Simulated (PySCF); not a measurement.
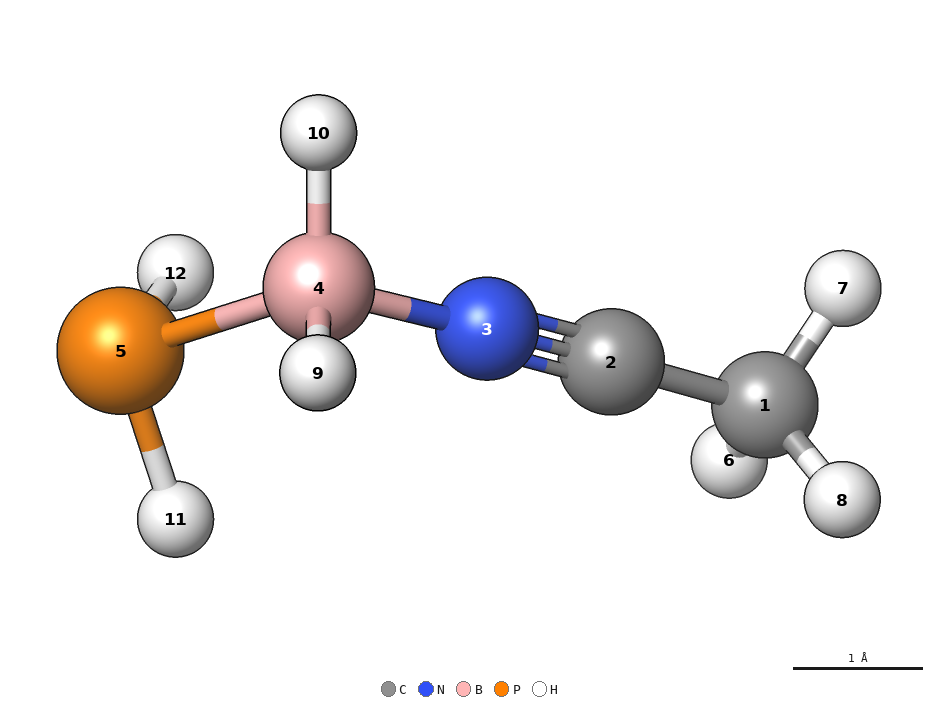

The view is orthographic, and the bar gives the scale. The computed structure is the end point of a PBE0-D3(BJ)/def2-SVP optimisation. No frequency run is at hand to confirm it as a minimum.

Reconstruct the coordinates (Å) as seen: x to the right, y up, z towards the viewer, origin at the mean of the atomic positions.

```xyz
12
C2H7BNP
C    2.25  -0.37  -0.83
C    1.05  -0.04  -0.08
N    0.09   0.22   0.50
B   -1.21   0.53   1.21
P   -2.75   0.05   0.08
H    1.97  -0.80  -1.80
H    2.85   0.53  -0.99
H    2.85  -1.11  -0.27
H   -1.22  -0.13   2.24
H   -1.22   1.74   1.43
H   -2.33  -1.26  -0.33
H   -2.33   0.65  -1.15
```
